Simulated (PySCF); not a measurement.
# C6H14BNS: NMR shielding calculation

The run: NMR shielding calculation of C6H14BNS, SMILES CC#[N+][BH2-]SCC(C)C. Method and program: GIAO PBE0/pcSseg-1 NMR shielding, non-relativistic, gas phase (PySCF 2.14.0).

The geometry comes from this level: GFN2-xTB. It belongs to a series of runs on one base structure; here: H on C replaced by iPr. Figures and captions count atoms from 1; the log counts them from 0 in places.

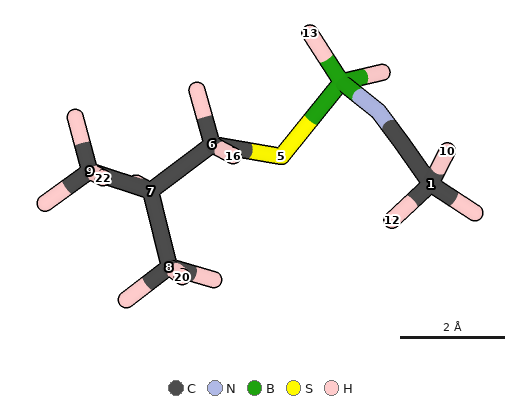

The structure (stick view, seen at an oblique angle; atoms are numbered from 1 in the order of the input).

Input file
```
{"job": {"kind": "nmr", "xc": "PBE0", "basis": "pcSseg-1"}, "charge": 0, "multiplicity": 1}
C      3.450147     0.424091    -2.121365
C      2.980199    -0.278785    -0.970803
N      2.587817    -0.824546    -0.035769
B      1.929147    -1.318185     1.188235
S      0.593014     0.027823     1.483521
C     -0.692386    -0.528571     0.301133
C     -1.990892     0.251536     0.477104
C     -1.803163     1.713409     0.084149
C     -3.102516    -0.391484    -0.350663
H      3.861217    -0.278210    -2.847093
H      4.226819     1.128638    -1.823275
H      2.626119     0.973978    -2.577466
H      1.442790    -2.373470     0.955643
H      2.720388    -1.287726     2.066347
H     -0.858376    -1.591267     0.484190
H     -0.301545    -0.398720    -0.711719
H     -2.266980     0.208003     1.535610
H     -0.989664     2.147939     0.659192
H     -2.710785     2.280165     0.277880
H     -1.565014     1.793344    -0.975472
H     -4.036764     0.147966    -0.211905
H     -2.848204    -0.372310    -1.409111
H     -3.256122    -1.426633    -0.053665
```

The first line tells a small driver script what to run in PySCF; the rest is the geometry in Å.

Launched with:
```bash
OMP_NUM_THREADS=1 python <driver script> task.json out
```

What the program printed
```
coarse grid: 18968 points
cycle   1  E = -714.1210859472  dE =  9.527e-01  |g| = 5.515e-01  |ddm| = 4.121e+00
cycle   2  E = -713.9624717296  dE =  1.586e-01  |g| = 1.013e+00  |ddm| = 1.554e+00
cycle   3  E = -714.2094231072  dE = -2.470e-01  |g| = 2.023e-01  |ddm| = 9.004e-01
cycle   4  E = -714.2176883112  dE = -8.265e-03  |g| = 6.514e-02  |ddm| = 1.644e-01
cycle   5  E = -714.2185491537  dE = -8.608e-04  |g| = 1.574e-02  |ddm| = 5.824e-02
cycle   6  E = -714.2186176181  dE = -6.846e-05  |g| = 3.548e-03  |ddm| = 2.035e-02
cycle   7  E = -714.2186209005  dE = -3.282e-06  |g| = 9.128e-04  |ddm| = 5.260e-03
final grid: 176408 points
cycle   8  E = -714.2728996599  dE = -5.366e-05  |g| = 1.046e-02  |ddm| = 3.683e-02
cycle   9  E = -714.2728880662  dE =  1.159e-05  |g| = 1.246e-02  |ddm| = 2.100e-02
cycle  10  E = -714.2729277865  dE = -3.972e-05  |g| = 1.400e-03  |ddm| = 1.280e-02
cycle  11  E = -714.2729281972  dE = -4.107e-07  |g| = 5.384e-04  |ddm| = 1.434e-03
cycle  12  E = -714.2729282506  dE = -5.342e-08  |g| = 2.048e-04  |ddm| = 4.959e-04
cycle  13  E = -714.2729282602  dE = -9.575e-09  |g| = 4.637e-05  |ddm| = 1.914e-04
cycle  14  E = -714.2729282607  dE = -5.125e-10  |g| = 1.037e-05  |ddm| = 5.794e-05
```

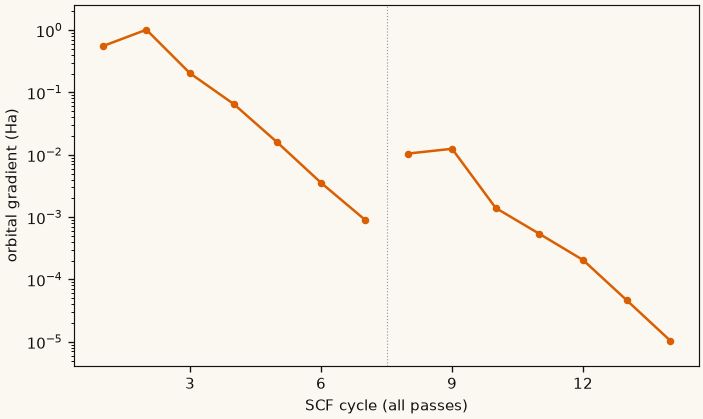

Convergence of the self-consistent field: orbital gradient against the SCF cycle. The dotted line marks the change from a coarse to the final integration grid. The first 7 cycles use a coarse grid, the final grid takes over at cycle 8, and the field converges after 14 cycles in all.

```
converged SCF energy = -714.2729282607

GIAO shielding tensors (ppm)
atom      isotropic    diamagn.    paramagn.     s11        s22        s33       span
  0 C      184.382     249.399     -65.017    175.273    177.739    200.133     24.860
  1 C       63.739     273.757    -210.019    -22.013    -10.885    224.115    246.128
  2 N       33.033     333.316    -300.283   -142.349   -101.882    343.330    485.678
  3 B      128.515     193.050     -64.535    117.602    129.004    138.939     21.336
  4 S      531.916    1061.565    -529.649    426.335    510.629    658.784    232.449
  5 C      137.447     255.637    -118.190    103.574    143.424    165.344     61.770
  6 C      152.647     247.604     -94.957    141.198    152.499    164.242     23.044
  7 C      163.062     249.862     -86.800    147.507    156.477    185.202     37.695
  8 C      160.846     247.404     -86.558    142.815    151.560    188.162     45.348
  9 H       29.324      24.521       4.803     24.447     26.703     36.822     12.374
 10 H       29.221      25.025       4.196     24.451     26.855     36.358     11.907
 11 H       29.118      32.233      -3.115     23.678     28.393     35.283     11.605
 12 H       29.320      31.491      -2.171     25.708     29.271     32.981      7.273
 13 H       29.111      29.828      -0.716     24.587     28.946     33.802      9.215
 14 H       29.200      35.936      -6.736     23.333     30.547     33.719     10.386
 15 H       29.525      38.522      -8.998     24.259     31.511     32.805      8.545
 16 H       30.009      33.497      -3.489     26.173     29.256     34.597      8.423
 17 H       29.748      32.823      -3.075     23.642     30.951     34.650     11.008
 18 H       30.780      30.907      -0.127     26.492     27.990     37.859     11.367
 19 H       31.541      33.216      -1.675     28.542     29.493     36.588      8.045
 20 H       30.546      29.209       1.337     25.988     27.919     37.730     11.742
 21 H       31.111      31.225      -0.114     27.695     29.418     36.218      8.523
 22 H       30.547      30.348       0.199     26.051     28.359     37.231     11.180
```

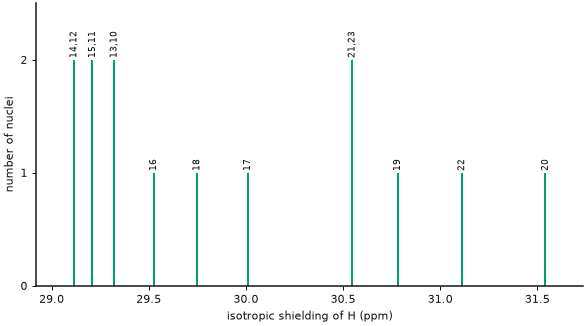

Isotropic shieldings of the hydrogen nuclei in this fixed geometry, labelled by atom number; shielding grows to the right, so chemical shift grows to the left. The least shielded is H14 (29.1 ppm), the most shielded H20 (31.5 ppm).

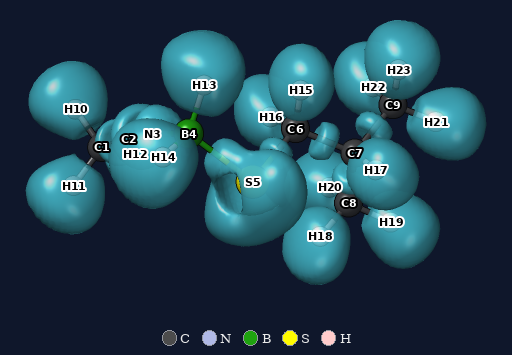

Isosurface of the ELF at 0.8 (cyan), seen from the side. Core shells and regions of very low density are left out. Values along the shortest contacts: C–N (1.15 Å): the ELF peaks at about 0.85 between the atoms; a double or triple bond. C–C (1.43 Å): the ELF peaks at about 0.95 between the atoms (a covalent bond).

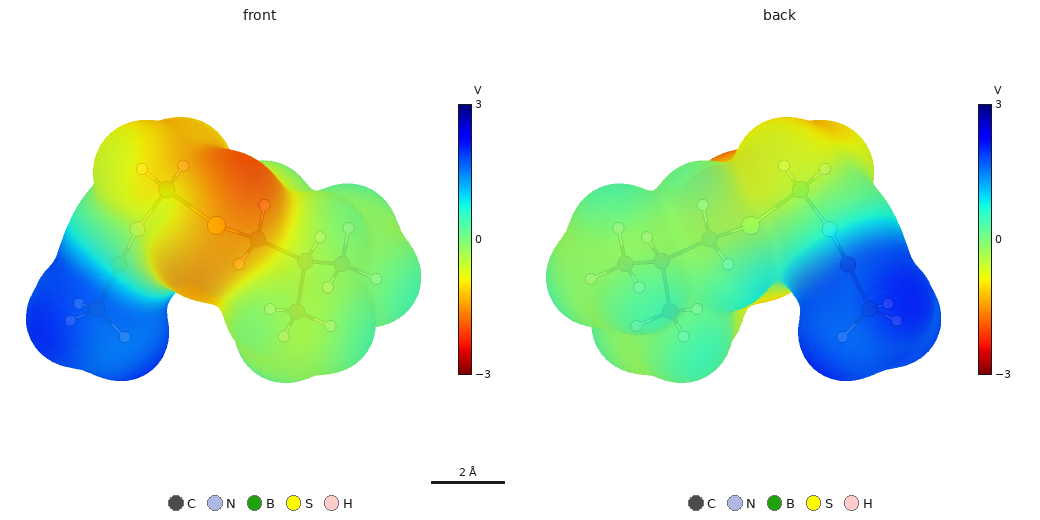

The molecular electrostatic potential painted on the density surface at 0.002 e/bohr³, seen face on and from behind; the colour scale runs from red (negative) to blue (positive). Its dipole moment is 7.54 D.

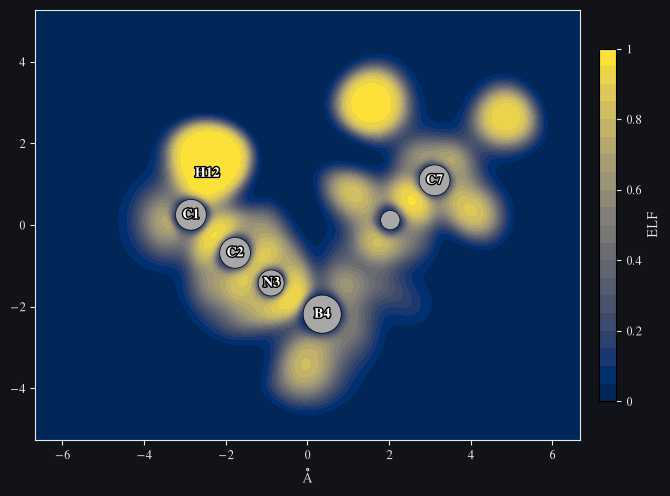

Electron localisation function on the plane of atoms C2, C1 and H12. Grey discs, where drawn, cover atomic cores. Atoms in the plane: C, N, B and H. C–N (1.15 Å): the ELF peaks at about 0.85 between the atoms; a double or triple bond. C–C (1.43 Å): the ELF peaks at about 0.95 between the atoms (a shared electron pair).

Summary

- outcome: converged
- total energy: −714.272928 hartree
- HOMO: −5.54 eV
- LUMO: −0.79 eV
- dipole moment: 7.54 D
- isotropic shielding, C: 63.7 to 184.4 ppm
- isotropic shielding, N: 33.0 ppm
- isotropic shielding, B: 128.5 ppm
- isotropic shielding, S: 531.9 ppm
- isotropic shielding, H: 29.1 to 31.5 ppm
- hardware: 1 CPU thread, shared host
- wall time: 2.2 min
- peak memory: 1.1 GiB
